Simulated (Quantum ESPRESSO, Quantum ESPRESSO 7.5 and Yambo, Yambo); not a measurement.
## BP (F-43m): G0W0 with Yambo, start to end

Wanted: ground state, empty states, screening and self-energy for BP (F-43m).

Calculated with Quantum ESPRESSO 7.5 and Yambo 5.3.0; PBE and many-body steps on it, plane waves.

## (1) Starting point

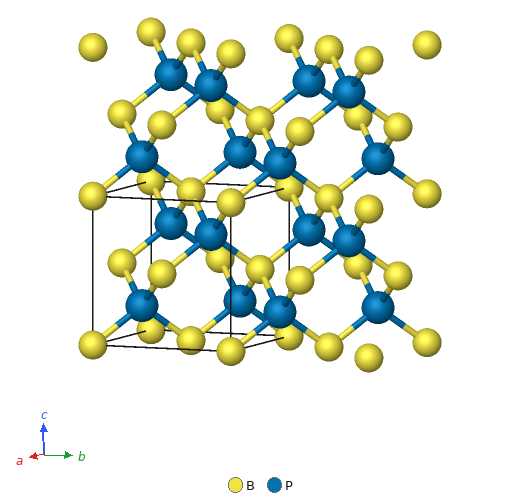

The cell as given, slightly off an axis (boron yellow, phosphorus blue). 1×2×2 cells are drawn. This picture shows the conventional cell, with its axes. Bonds to atoms that aren't drawn are left out. Some periodic images of atoms are drawn too.

Coordinates:

```cif
data_structure
_symmetry_space_group_name_H-M 'F-43m'
_symmetry_Int_Tables_number 216
_cell_length_a 4.5380
_cell_length_b 4.5380
_cell_length_c 4.5380
_cell_angle_alpha 90.000
_cell_angle_beta 90.000
_cell_angle_gamma 90.000
_cell_volume 93.45
loop_
_atom_site_label
_atom_site_type_symbol
_atom_site_symmetry_multiplicity
_atom_site_Wyckoff_symbol
_atom_site_fract_x
_atom_site_fract_y
_atom_site_fract_z
_atom_site_occupancy
B1 B 4 a 0.00000 0.00000 0.00000 1
P1 P 4 d 0.25000 0.25000 0.75000 1
```

The cell and positions come from the Crystallography Open Database and are kept as given unless a step says otherwise.

## (2) Ground state

This step: Quantum ESPRESSO 7.5; DFT, PBE, plane waves, norm-conserving pseudopotentials.

The ground-state density comes first.

Input file pw.in:

```
&control
  calculation = 'scf'
  prefix = 'x'
  outdir = 'o'
  pseudo_dir = 'pseudo'
/
&system
  ibrav = 0
  nat = 2
  ntyp = 2
  ecutwfc = 68.0
  nbnd = 9
  force_symmorphic = .true.
/
&electrons
  conv_thr = 1e-10
  electron_maxstep = 80
  mixing_beta = 0.5
/
ATOMIC_SPECIES
  B 10.81 B.upf
  P 30.974 P.upf
CELL_PARAMETERS angstrom
  0.0000000000 2.2690000000 2.2690000000
  2.2690000000 0.0000000000 2.2690000000
  2.2690000000 2.2690000000 0.0000000000
ATOMIC_POSITIONS crystal
  B 0.0000000000 0.0000000000 0.0000000000
  P 0.2500000000 0.2500000000 0.2500000000
K_POINTS automatic
  8 8 8 0 0 0
```

Command:

```console
OMP_NUM_THREADS=1 mpirun -n 4 pw.x -nk 4 -in pw.in > pw.out
```

The log of the run:

```text
Program PWSCF v.7.5 starts

     This program is part of the open-source Quantum ESPRESSO suite
     for quantum simulation of materials; please cite
         "P. Giannozzi et al., J. Phys.:Condens. Matter 21 395502 (2009);
         "P. Giannozzi et al., J. Phys.:Condens. Matter 29 465901 (2017);
         "P. Giannozzi et al., J. Chem. Phys. 152 154105 (2020);
     in publications or presentations arising from this work. More details at
     Message from routine setup:
     using ibrav=0 with symmetry is DISCOURAGED, use correct ibrav instead

     G-vector sticks info

     bravais-lattice index     =            0
     lattice parameter (alat)  =       6.0638  a.u.
     unit-cell volume          =     157.6631 (a.u.)^3
     number of atoms/cell      =            2
     number of atomic types    =            2
     number of electrons       =         8.00
     number of Kohn-Sham states=            9
     kinetic-energy cutoff     =      68.0000  Ry
     charge density cutoff     =     272.0000  Ry
     scf convergence threshold =      1.0E-10
     mixing beta               =       0.5000
     number of iterations used =            8  plain     mixing
     Exchange-correlation= PBE
                           (   1   4   3   4   0   0   0)

     celldm(1)=   6.063849  celldm(2)=   0.000000  celldm(3)=   0.000000
     celldm(4)=   0.000000  celldm(5)=   0.000000  celldm(6)=   0.000000

     crystal axes: (cart. coord. in units of alat)
               a(1) = (   0.000000   0.707107   0.707107 )
               a(2) = (   0.707107   0.000000   0.707107 )
               a(3) = (   0.707107   0.707107   0.000000 )

     reciprocal axes: (cart. coord. in units 2 pi/alat)
               b(1) = ( -0.707107  0.707107  0.707107 )
               b(2) = (  0.707107 -0.707107  0.707107 )
               b(3) = (  0.707107  0.707107 -0.707107 )
     Pseudo is Norm-conserving + core correction, Zval =  3.0
     Generated using ONCVPSP code by D. R. Hamann
     Using radial grid of 1534 points,  4 beta functions with:
     Pseudo is Norm-conserving + core correction, Zval =  5.0
     Generated using ONCVPSP code by D. R. Hamann
     Using radial grid of 1298 points,  6 beta functions with:
     B                 3.00    10.81000     B ( 1.00)
     P                 5.00    30.97400     P ( 1.00)

     24 Sym. Ops. (no inversion) found

   Cartesian axes

     site n.     atom                  positions (alat units)
         1        B      tau(   1) = (   0.0000000   0.0000000   0.0000000  )
         2        P      tau(   2) = (   0.3535534   0.3535534   0.3535534  )

     number of k points=    29
                       cart. coord. in units 2pi/alat
        k(    1) = (   0.0000000   0.0000000   0.0000000), wk =   0.0039062
        k(    2) = (   0.0883883   0.0883883  -0.0883883), wk =   0.0312500
        k(    3) = (   0.1767767   0.1767767  -0.1767767), wk =   0.0312500
        k(    4) = (   0.2651650   0.2651650  -0.2651650), wk =   0.0312500
        k(    5) = (  -0.3535534  -0.3535534   0.3535534), wk =   0.0156250
        k(    6) = (   0.1767767   0.0000000   0.0000000), wk =   0.0234375
        k(    7) = (   0.2651650   0.0883883  -0.0883883), wk =   0.0937500
        k(    8) = (   0.3535534   0.1767767  -0.1767767), wk =   0.0937500
        k(    9) = (  -0.2651650  -0.4419417   0.4419417), wk =   0.0937500
        k(   10) = (  -0.1767767  -0.3535534   0.3535534), wk =   0.0937500
     [... 17 further rows ...]
        k(   28) = (  -0.7071068   0.1767767  -0.0000000), wk =   0.0468750
        k(   29) = (  -0.7071068   0.3535534   0.0000000), wk =   0.0234375

     Dense  grid:    11935 G-vectors     FFT dimensions: (  32,  32,  32)

     Initial potential from superposition of free atoms

     starting charge       7.9996, renormalised to       8.0000
     Starting wfcs are    8 randomized atomic wfcs +    1 random wfcs

     per-process dynamical memory:    12.5 Mb

     Self-consistent Calculation

     iteration #  1     ecut=    68.00 Ry     beta= 0.50

     total energy              =     -19.77114222 Ry
     estimated scf accuracy    <       0.15770016 Ry

     iteration #  2     ecut=    68.00 Ry     beta= 0.50

     total energy              =     -19.79268531 Ry
     estimated scf accuracy    <       0.01086019 Ry

     iteration #  3     ecut=    68.00 Ry     beta= 0.50

     total energy              =     -19.79331022 Ry
     estimated scf accuracy    <       0.00186359 Ry

     iteration #  4     ecut=    68.00 Ry     beta= 0.50

     total energy              =     -19.79346775 Ry
     estimated scf accuracy    <       0.00003488 Ry

     iteration #  5     ecut=    68.00 Ry     beta= 0.50

     total energy              =     -19.79347979 Ry
     estimated scf accuracy    <       0.00000918 Ry

     iteration #  6     ecut=    68.00 Ry     beta= 0.50

     total energy              =     -19.79348110 Ry
     estimated scf accuracy    <       0.00000002 Ry

     iteration #  7     ecut=    68.00 Ry     beta= 0.50

     total energy              =     -19.79348116 Ry
     estimated scf accuracy    <       0.00000001 Ry

     iteration #  8     ecut=    68.00 Ry     beta= 0.50

     total energy              =     -19.79348116 Ry
     estimated scf accuracy    <          3.1E-10 Ry

     iteration #  9     ecut=    68.00 Ry     beta= 0.50

     End of self-consistent calculation

          k = 0.0000 0.0000 0.0000 (  1459 PWs)   bands (ev):

    -6.2179   9.2413   9.2413   9.2413  12.6481  12.6481  12.6481  16.5991
    20.7643

          k = 0.0884 0.0884-0.0884 (  1462 PWs)   bands (ev):

    -5.9368   7.3894   8.8139   8.8139  13.1769  13.2379  13.2379  17.3901
    20.4104

          k = 0.1768 0.1768-0.1768 (  1477 PWs)   bands (ev):

    -5.1124   4.3986   8.1252   8.1252  13.2405  14.0061  14.0061  18.8438
    20.1611

          k = 0.2652 0.2652-0.2652 (  1483 PWs)   bands (ev):

     [... further k-points ...]

     highest occupied, lowest unoccupied level (ev):     9.2413   10.5218

!    total energy              =     -19.79348116 Ry
     estimated scf accuracy    <          6.7E-12 Ry

     The total energy is the sum of the following terms:
     one-electron contribution =       6.57260983 Ry
     hartree contribution      =       1.26167595 Ry
     xc contribution           =      -6.64452740 Ry
     ewald contribution        =     -20.98323954 Ry

     convergence has been achieved in   9 iterations

     XML data file, charge density, pseudopotentials, collected wavefunctions

=------------------------------------------------------------------------------=
   JOB DONE.
=------------------------------------------------------------------------------=
```

The job ended after 2 s (4 MPI ranks of Arm Neoverse V1, shared host; peak memory 0.16 GiB).

Numbers from this step:

```yaml
total_energy: -269.3040 eV
gap: 1.281 eV
k_of_the_valence_top: 0, 0, 0
k_of_the_conduction_bottom: 0, 0.375, 0.375
least_direct_gap: 3.407 eV
```

The gap is indirect, with the least direct gap 2.13 eV higher.

## (3) Bands along the symmetry lines

Levels along a band path, at the cheap level, show where the edges lie and whether the meshes to come will hold them.

Input file pw.in:

```
&control
  calculation = 'bands'
  prefix = 'x'
  outdir = 'o'
  pseudo_dir = 'pseudo'
/
&system
  ibrav = 0
  nat = 2
  ntyp = 2
  ecutwfc = 68.0
  nbnd = 10
  force_symmorphic = .true.
/
&electrons
  conv_thr = 1e-9
  electron_maxstep = 80
  diago_full_acc = .true.
  diago_thr_init = 5e-6
/
ATOMIC_SPECIES
  B 10.81 B.upf
  P 30.974 P.upf
CELL_PARAMETERS angstrom
  0.0000000000 2.2690000000 2.2690000000
  2.2690000000 0.0000000000 2.2690000000
  2.2690000000 2.2690000000 0.0000000000
ATOMIC_POSITIONS crystal
  B 0.0000000000 0.0000000000 0.0000000000
  P 0.2500000000 0.2500000000 0.2500000000
K_POINTS crystal
  50
  0.00000000 0.00000000 0.00000000 1
  -0.06250000 -0.06250000 0.00000000 1
  -0.12500000 -0.12500000 0.00000000 1
  -0.18750000 -0.18750000 0.00000000 1
  -0.25000000 -0.25000000 0.00000000 1
  -0.31250000 -0.31250000 0.00000000 1
  -0.37500000 -0.37500000 0.00000000 1
  -0.43750000 -0.43750000 0.00000000 1
  -0.50000000 -0.50000000 0.00000000 1
  -0.48437500 -0.48437500 0.03125000 1
  -0.46875000 -0.46875000 0.06250000 1
  -0.45312500 -0.45312500 0.09375000 1
  -0.43750000 -0.43750000 0.12500000 1
  -0.42187500 -0.42187500 0.15625000 1
  -0.40625000 -0.40625000 0.18750000 1
  -0.39062500 -0.39062500 0.21875000 1
  -0.37500000 -0.37500000 0.25000000 1
  -0.37500000 0.00000000 0.37500000 1
  -0.32812500 0.00000000 0.32812500 1
  -0.28125000 0.00000000 0.28125000 1
  -0.23437500 0.00000000 0.23437500 1
  -0.18750000 0.00000000 0.18750000 1
  -0.14062500 0.00000000 0.14062500 1
  -0.09375000 0.00000000 0.09375000 1
  -0.04687500 0.00000000 0.04687500 1
  0.00000000 0.00000000 0.00000000 1
  0.00000000 0.00000000 0.06250000 1
  0.00000000 0.00000000 0.12500000 1
  0.00000000 0.00000000 0.18750000 1
  0.00000000 0.00000000 0.25000000 1
  0.00000000 0.00000000 0.31250000 1
  0.00000000 0.00000000 0.37500000 1
  0.00000000 0.00000000 0.43750000 1
  0.00000000 0.00000000 0.50000000 1
  -0.06250000 -0.03125000 0.46875000 1
  -0.12500000 -0.06250000 0.43750000 1
  -0.18750000 -0.09375000 0.40625000 1
  -0.25000000 -0.12500000 0.37500000 1
  -0.31250000 -0.15625000 0.34375000 1
  -0.37500000 -0.18750000 0.31250000 1
  -0.43750000 -0.21875000 0.28125000 1
  -0.50000000 -0.25000000 0.25000000 1
  -0.50000000 -0.28125000 0.21875000 1
  -0.50000000 -0.31250000 0.18750000 1
  -0.50000000 -0.34375000 0.15625000 1
  -0.50000000 -0.37500000 0.12500000 1
  -0.50000000 -0.40625000 0.09375000 1
  -0.50000000 -0.43750000 0.06250000 1
  -0.50000000 -0.46875000 0.03125000 1
  -0.50000000 -0.50000000 0.00000000 1
```

The log of the run:

```text
[banner, memory and clock lines left out]
Program PWSCF v.7.5 starts

     Atomic positions and unit cell read from directory:
     o/x.save/

     Message from routine setup:
     using ibrav=0 with symmetry is DISCOURAGED, use correct ibrav instead

     G-vector sticks info

     bravais-lattice index     =            0
     lattice parameter (alat)  =       6.0638  a.u.
     unit-cell volume          =     157.6631 (a.u.)^3
     number of atoms/cell      =            2
     number of atomic types    =            2
     number of electrons       =         8.00
     number of Kohn-Sham states=           10
     kinetic-energy cutoff     =      68.0000  Ry
     charge density cutoff     =     272.0000  Ry
     Exchange-correlation= PBE
                           (   1   4   3   4   0   0   0)

     celldm(1)=   6.063849  celldm(2)=   0.000000  celldm(3)=   0.000000
     celldm(4)=   0.000000  celldm(5)=   0.000000  celldm(6)=   0.000000

     crystal axes: (cart. coord. in units of alat)
               a(1) = (   0.000000   0.707107   0.707107 )
               a(2) = (   0.707107   0.000000   0.707107 )
               a(3) = (   0.707107   0.707107   0.000000 )

     reciprocal axes: (cart. coord. in units 2 pi/alat)
               b(1) = ( -0.707107  0.707107  0.707107 )
               b(2) = (  0.707107 -0.707107  0.707107 )
               b(3) = (  0.707107  0.707107 -0.707107 )
     Pseudo is Norm-conserving + core correction, Zval =  3.0
     Generated using ONCVPSP code by D. R. Hamann
     Using radial grid of 1534 points,  4 beta functions with:
     Pseudo is Norm-conserving + core correction, Zval =  5.0
     Generated using ONCVPSP code by D. R. Hamann
     Using radial grid of 1298 points,  6 beta functions with:
     B                 3.00    10.81000     B ( 1.00)
     P                 5.00    30.97400     P ( 1.00)

     24 Sym. Ops. (no inversion) found

   Cartesian axes

     site n.     atom                  positions (alat units)
         1        B      tau(   1) = (   0.0000000   0.0000000   0.0000000  )
         2        P      tau(   2) = (   0.3535534   0.3535534   0.3535534  )

     number of k points=    50
                       cart. coord. in units 2pi/alat
        k(    1) = (   0.0000000   0.0000000   0.0000000), wk =   0.0400000
        k(    2) = (   0.0000000   0.0000000  -0.0883883), wk =   0.0400000
        k(    3) = (   0.0000000   0.0000000  -0.1767767), wk =   0.0400000
[...]
[... 38 further rows ...]
        k(   49) = (   0.0441942  -0.0000000  -0.7071068), wk =   0.0400000
        k(   50) = (   0.0000000   0.0000000  -0.7071068), wk =   0.0400000

     Dense  grid:    11935 G-vectors     FFT dimensions: (  32,  32,  32)

     The potential is recalculated from file :
     o/x.save/charge-density

     Starting wfcs are    8 randomized atomic wfcs +    2 random wfcs

     Band Structure Calculation

     End of band structure calculation

          k = 0.0000 0.0000 0.0000 (  1459 PWs)   bands (ev):

    -6.2179   9.2413   9.2413   9.2413  12.6481  12.6481  12.6481  16.5991
    20.7644  21.2875

          k = 0.0000 0.0000-0.0884 (  1463 PWs)   bands (ev):

    -6.1239   8.8552   8.8552   8.9160  12.4613  13.1377  13.1377  16.8310
    20.4537  21.0804

          k = 0.0000 0.0000-0.1768 (  1479 PWs)   bands (ev):

    -5.8428   8.0619   8.0673   8.0673  12.0247  14.2316  14.2317  16.8414
    19.5890  21.6861

          k =-0.0000 0.0000-0.2652 (  1479 PWs)   bands (ev):

[...]
k = 0.0000 0.0000-0.3536 (  1491 PWs)   bands (ev):

[...]
k = 0.0000-0.0000-0.4419 (  1495 PWs)   bands (ev):

[...]
k =-0.0000 0.0000-0.5303 (  1504 PWs)   bands (ev):

[...]
k = 0.0000-0.0000-0.6187 (  1508 PWs)   bands (ev):

[...]
k = 0.5303-0.0000-0.5303 (  1494 PWs)   bands (ev):

[...]
k = 0.0000 0.0000 0.0000 (  1459 PWs)   bands (ev):

[...]
k = 0.1326 0.0000-0.7071 (  1510 PWs)   bands (ev):

[...]
k = 0.0884-0.0000-0.7071 (  1502 PWs)   bands (ev):

[...]
k = 0.0442-0.0000-0.7071 (  1516 PWs)   bands (ev):

    -1.3562   0.6783   5.0593   5.0629  10.7031  11.0325  21.1737  21.2770
    24.2024  25.4788

          k = 0.0000 0.0000-0.7071 (  1524 PWs)   bands (ev):

    -1.3655   0.6632   5.1277   5.1277  10.5886  10.9084  21.3078  21.3078
    24.4515  25.7231

     XML data file, pseudopotentials, collected wavefunctions
```

Run time: 1.7 s. Hardware: 4 MPI ranks; peak memory 0.05 GiB.

This step gave:

| Quantity | Value |
| --- | --- |
| gap | 1.260 eV |
| k of the valence top | 0, 0, 0 |
| k of the conduction bottom | -0.4375, -0.4375, 0 |
| least direct gap | 3.407 eV |

The gap is 1.260 eV, −0.021 eV from the run before at this level.

The electronic bands at the labelled points (eV, zero at the top of the highest filled band; v1 is the highest filled band, c1 the lowest empty one):

| point | v4 | v3 | v2 | v1 | c1 | c2 | c3 | c4 |
| --- | --- | --- | --- | --- | --- | --- | --- | --- |
| Γ | -15.46 | 0.00 | 0.00 | 0.00 | 3.41 | 3.41 | 3.41 | 7.36 |
| X | -10.61 | -8.58 | -4.11 | -4.11 | 1.35 | 1.67 | 12.07 | 12.07 |
| U | -10.61 | -8.16 | -6.22 | -3.50 | 2.16 | 6.00 | 9.71 | 10.59 |
| jump to K | -10.61 | -8.16 | -6.22 | -3.50 | 2.16 | 6.00 | 9.71 | 10.59 |
| Γ | -15.46 | 0.00 | 0.00 | 0.00 | 3.41 | 3.41 | 3.41 | 7.36 |
| L | -12.14 | -9.03 | -1.76 | -1.76 | 3.78 | 4.72 | 4.72 | 10.13 |
| W | -10.33 | -8.05 | -5.67 | -5.47 | 5.33 | 6.77 | 7.23 | 7.45 |
| X | -10.61 | -8.58 | -4.11 | -4.11 | 1.35 | 1.67 | 12.07 | 12.07 |

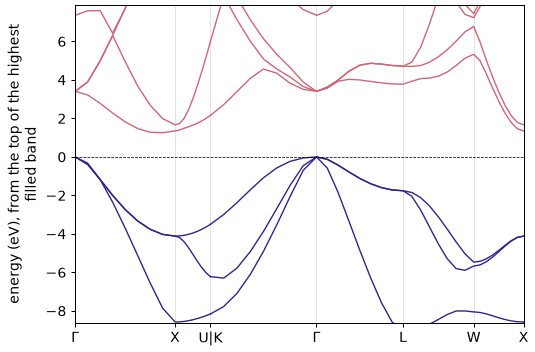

Electronic bands along the path; lines of filled and empty bands in two colours.

[end of part 1 of 3]

[Paths, hosts, dates, memory and timing lines, banners, echoed tables and standing remarks are left out of the program output.]

[Logs are printed without paths, hosts, clocks, repeated set-up lines and the standing remarks that a program may print on its own settings, such as how far it seeks lower states.]

[Runs of the session that timed out or met a known fault of the program may be left out.]

[Hosts, paths, dates, database ids (printed as entryN), source tags and the programs' standing remarks are cut or masked in the printed files.]
